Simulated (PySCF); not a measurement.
Vertical excitations of a molecule CH12N2Si3 from TDA-PBE/def2-SVPD (PySCF), as energy in eV (oscillator strength): 4.53 (0.003), 4.98 (0.002), 5.36 (0.004), 5.51 (0.008), 5.60 (0.082), 5.71 (0.004). Lowest triplet (TDA): 4.34 eV. Geometry optimised at PBE0-D3(BJ)/def2-SVP. A frequency run showed that this geometry is not a minimum. One conformer was computed; it need not be the lowest.

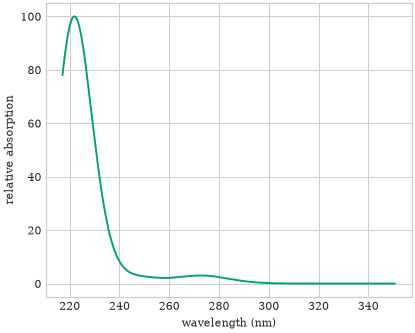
The lines broadened by 0.4 eV.

Problem. Pick the molecule that these values belong to.
A. N[SiH](N)[SiH2]C[SiH3]
B. CN[SiH2]N([SiH3])[SiH3]
C. CN[SiH2][Si@H](N)[SiH3]
D. N[SiH2]C(N)([SiH3])[SiH3]

Solution. D, N[SiH2]C(N)([SiH3])[SiH3]
